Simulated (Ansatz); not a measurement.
**C3H12GaN (SMILES C[Ga-](C)(C)[NH3+]) at PBE/6-31G(d) (spherical functions)**

What is the vertical singlet–triplet gap of C3H12GaN at PBE/6-31G* (spherical functions)? 

Program for the calculation: Ansatz 0.2.0.

39 further runs of the same task are left out: 2 that didn't finish, 37 set aside as unsound or not needed.

### Step 1. The system as given

C3H12GaN: 17 atoms, total charge 0, spin state singlet. As SMILES, `C[Ga-](C)(C)[NH3+]`. Geometry: relaxed at PBE0-D4/def2-TZVP.

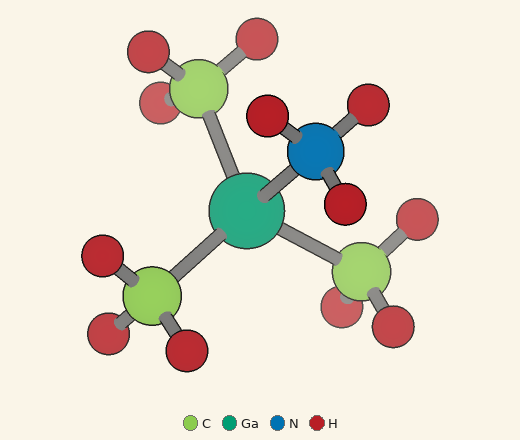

The structure, seen from a chosen angle (carbon green, gallium teal, nitrogen blue, hydrogen red).

### Step 2. A single-point energy at PBE/6-31G(d) (spherical functions)

run.yaml reads:

```yaml
crystal:
  periodic: [false, false, false]
  atoms:
    - {symbol: C, position_ang: [-0.724690, 0.767350, -1.780960]}
    - {symbol: Ga, position_ang: [0.155500, -0.156590, -0.247090]}
    - {symbol: C, position_ang: [2.027140, 0.365110, 0.206730]}
    - {symbol: C, position_ang: [-0.422310, -2.018890, 0.176160]}
    - {symbol: N, position_ang: [-0.870130, 0.876400, 1.382070]}
    - {symbol: H, position_ang: [-0.337770, 0.382760, -2.729300]}
    - {symbol: H, position_ang: [-0.538820, 1.845740, -1.776900]}
    - {symbol: H, position_ang: [-1.807520, 0.609810, -1.793330]}
    - {symbol: H, position_ang: [2.328700, 0.007070, 1.195860]}
    - {symbol: H, position_ang: [2.727720, -0.067300, -0.513810]}
    - {symbol: H, position_ang: [2.173270, 1.449260, 0.179340]}
    - {symbol: H, position_ang: [-0.082930, -2.343380, 1.164610]}
    - {symbol: H, position_ang: [-0.002060, -2.721570, -0.549520]}
    - {symbol: H, position_ang: [-1.509750, -2.134500, 0.136040]}
    - {symbol: H, position_ang: [-0.554260, 0.531670, 2.281190]}
    - {symbol: H, position_ang: [-1.871800, 0.734050, 1.323650]}
    - {symbol: H, position_ang: [-0.690280, 1.873060, 1.345280]}
basis:
  gaussian: {orbitals: 6-31G_st_-spherical.json}
output: {orbitals: {seedname: orbitals}}
magnetization: {spin_polarized: false}
hamiltonian: {xc: {name: PBE}}
accuracy: high
```

The basis set 6-31G* is read from a file made from the Basis Set Exchange's data (not shown).

Run with:

```bash
ansatz run run.yaml --threads 1 --pin off --max-ram 3480MiB --events-out events.jsonl --progress --plain --runs-dir runs
```

Log:

```text
Warning: RAYON_NUM_THREADS=1 ignored (pool sized by the plan → 1); use --threads N
Functional definition: PBE
  name "PBE"
  parameter kappa = 0.804
  parameter beta = 0.06672455060314922
  exchange = pbe_x(kappa = kappa, mu = beta*pi^2/3)
  correlation = pbe_c(beta = beta)
2790 factors; integrals over basis functions are off by at most 7.7e-9 eV
mean field evaluation 1: about -57129.6170 eV, gradient 1.0e2 eV
mean field evaluation 2: about -57099.6648 eV, gradient 1.5e2 eV
mean field evaluation 4: about -57152.8568 eV, gradient 9.0e0 eV
mean field evaluation 8: about -57153.0016 eV, gradient 6.8e-2 eV
mean field evaluation 16: about -57153.0017 eV, gradient 2.9e-6 eV
mean field -57153.00166178 eV, -2100.3340713745 hartree, gradient 3.0e-8 eV, S^2 0.000000; 0 other end points of the search recorded, 0 dependent functions left out
reference -57153.00166724 eV, -2100.3340715753 hartree; 34, 34 occupied and 78, 78 virtual orbitals, 2790 factors
Total energy: -57153.00166724 eV, -2100.3340715753 hartree
```

Wall time 17 s (1 thread of Arm Neoverse V1, shared host); peak memory 0.4 GiB.

### Step 3. The triplet, same level

job.yaml reads:

```yaml
crystal:
  periodic: [false, false, false]
  atoms:
    - {symbol: C, position_ang: [-0.724690, 0.767350, -1.780960]}
    - {symbol: Ga, position_ang: [0.155500, -0.156590, -0.247090]}
    - {symbol: C, position_ang: [2.027140, 0.365110, 0.206730]}
    - {symbol: C, position_ang: [-0.422310, -2.018890, 0.176160]}
    - {symbol: "N", position_ang: [-0.870130, 0.876400, 1.382070]}
    - {symbol: H, position_ang: [-0.337770, 0.382760, -2.729300]}
    - {symbol: H, position_ang: [-0.538820, 1.845740, -1.776900]}
    - {symbol: H, position_ang: [-1.807520, 0.609810, -1.793330]}
    - {symbol: H, position_ang: [2.328700, 0.007070, 1.195860]}
    - {symbol: H, position_ang: [2.727720, -0.067300, -0.513810]}
    - {symbol: H, position_ang: [2.173270, 1.449260, 0.179340]}
    - {symbol: H, position_ang: [-0.082930, -2.343380, 1.164610]}
    - {symbol: H, position_ang: [-0.002060, -2.721570, -0.549520]}
    - {symbol: H, position_ang: [-1.509750, -2.134500, 0.136040]}
    - {symbol: H, position_ang: [-0.554260, 0.531670, 2.281190]}
    - {symbol: H, position_ang: [-1.871800, 0.734050, 1.323650]}
    - {symbol: H, position_ang: [-0.690280, 1.873060, 1.345280]}
basis:
  gaussian:
    orbitals: 6-31G_st_-spherical.json
total_charge: 0
magnetization:
  spin_polarized: true
  initial_magnetization: 2
hamiltonian:
  xc: {name: PBE}
accuracy: high
output: {orbitals: {seedname: orbitals}}
```

The basis set 6-31G* is read from a file made from the Basis Set Exchange's data (not shown).

Run with:

```bash
ansatz run job.yaml --threads 1 --pin off --max-ram 3480MiB --events-out events.jsonl --progress --plain --runs-dir runs
```

Log:

```text
Warning: RAYON_NUM_THREADS=1 ignored (pool sized by the plan → 1); use --threads N
[... 6 set-up lines as earlier in the session ...]
2790 factors; integrals over basis functions are off by at most 7.7e-9 eV
mean field evaluation 1: about -57125.2897 eV, gradient 6.9e1 eV
mean field evaluation 2: about -57094.2320 eV, gradient 1.0e2 eV
mean field evaluation 4: about -57142.1083 eV, gradient 2.6e1 eV
mean field evaluation 8: about -57146.3793 eV, gradient 9.9e0 eV
mean field evaluation 16: about -57147.1355 eV, gradient 3.9e-2 eV
mean field evaluation 32: about -57145.8408 eV, gradient 4.1e0 eV
mean field evaluation 64: about -57147.1357 eV, gradient 1.8e-8 eV
mean field evaluation 96: about -57145.0800 eV, gradient 3.1e0 eV
mean field evaluation 128: about -57147.0423 eV, gradient 6.8e-1 eV
mean field evaluation 160: about -57147.1136 eV, gradient 6.4e-1 eV
mean field evaluation 192: about -57146.7205 eV, gradient 2.1e0 eV
mean field -57147.13571950 eV, -2100.1185019716 hartree, gradient 2.1e-8 eV, S^2 2.002850; 17 other end points of the search recorded, 0 dependent functions left out
reference -57147.13572648 eV, -2100.1185022282 hartree; 35, 33 occupied and 77, 79 virtual orbitals, 2790 factors
Total energy: -57147.13572648 eV, -2100.1185022282 hartree
```

It took 3.2 min on 1 thread of Arm Neoverse V1, shared host; peak memory 0.53 GiB.

### Step 4. Summary of results

Level: PBE/6-31G* (spherical functions).

| quantity | value |
| --- | --- |
| singlet: total energy | -2100.33407 Eh |
| singlet: HOMO energy | -5.13 eV |
| singlet: LUMO energy | -0.07 eV |
| singlet: HOMO–LUMO gap | 5.06 eV |
| triplet: total energy | -2100.11850 Eh |
| triplet: HOMO energy (highest over α and β) | -0.14 eV |
| triplet: ⟨S²⟩ | 2.003 |
| vertical energy of the triplet above the singlet | 5.866 eV |

**Reading.** At this shape the triplet lies 5.87 eV (135 kcal/mol) above the singlet.
